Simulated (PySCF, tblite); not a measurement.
**C2H12BN2Si2 radical: geometry, infrared bands and EPR parameters**

Wanted: the infrared bands and EPR parameters of C2H12BN2Si2 radical (`C[B]N([SiH3])[SiH2]NC`), by calculation.

Computed with tblite 0.8.0 and PySCF 2.14.0, with density-fitted response routines of our own, on a single molecule in the gas phase. Atoms are numbered from 0 throughout.

## Step 1: The molecule as given

19 atoms, charge 0, multiplicity 2; geometry from: force field or distance geometry start.

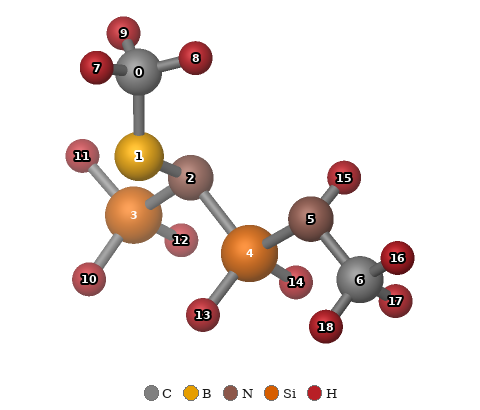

The starting geometry (carbon grey, boron amber, nitrogen brown, silicon orange, hydrogen red), atoms numbered.

## Step 2: Optimising the geometry with GFN2-xTB

Job settings and geometry (Å):

```
{"job": {"kind": "relax", "xc": "GFN2-xTB", "basis": "xTB"}, "charge": 0, "multiplicity": 2}
C      2.323000    -1.623700     0.669800
B      1.501300    -0.270400     0.878100
N      0.967000     0.481900    -0.306500
Si     1.632200     2.151000    -0.244900
Si    -0.818300     0.611700    -0.088000
N     -1.560500    -1.024000    -0.201300
C     -3.004900    -0.912800    -0.066700
H      2.635500    -2.019700     1.658900
H      1.672700    -2.365000     0.158200
H      3.207200    -1.419400     0.054300
H      1.274400     2.782300     1.038800
H      3.093900     2.081500    -0.357700
H      1.091300     2.945000    -1.337700
H     -1.124500     1.212100     1.210100
H     -1.380700     1.472500    -1.155500
H     -1.353400    -1.386700    -1.144800
H     -3.454200    -1.924900    -0.136300
H     -3.438800    -0.286000    -0.868200
H     -3.272900    -0.496200     0.938600
```

Run with:

```sh
$ OMP_NUM_THREADS=1 python probes_run.py task.json out
```

This one command runs all jobs of the session in turn.

**Question.** This job is followed by: GFN2-xTB harmonic vibrations, gas phase; UKS B3LYP, pcH-1 on B C H N Si, non-relativistic, mean-field spin-orbit, GIAO. Predict these results of the whole session: strongest single infrared mode (GFN2-xTB); zero-point energy (GFN2-xTB); g(iso) (B3LYP); ⟨S²⟩; largest a(iso) (averaged by class); potential on the surface of density 0.002 e/bohr³, 1st and 99th percentile.

The runs gave:

```
                                                                  quantity                  value
                                 strongest single infrared mode (GFN2-xTB)  2245 cm⁻¹, 510 km/mol
                                              zero-point energy (GFN2-xTB)          86.5 kcal/mol
                                                            g(iso) (B3LYP)                2.00225
                                                                      ⟨S²⟩     0.752 (exact 0.75)
                                        largest a(iso) (averaged by class)   11B on B1, 373.3 MHz
potential on the surface of density 0.002 e/bohr³, 1st and 99th percentile     -1.24 V and 1.41 V
```

Over 147 steps the energy fell by 1.087 eV; of the close pairs, B1–N2 changed most, 1.502 to 1.381 Å. The lowest mode is imaginary (40i cm⁻¹), so the xTB geometry is not a minimum: the zero-point energy counts the real modes alone, and all values at this geometry belong to a saddle point. The strongest single mode, at 2245 cm⁻¹, moves mainly H12. Unscaled tight-binding wavenumbers are off by several per cent, some by more. Its intensities can rank the bands wrongly. Most of the unpaired spin sits on B1 (0.90 e). The isotropic g lies 0.1 ppt below the free-electron value. The conformer search (at its own cheap level) found a structure 1.6 kcal/mol lower, so these spectra needn't be the molecule's.
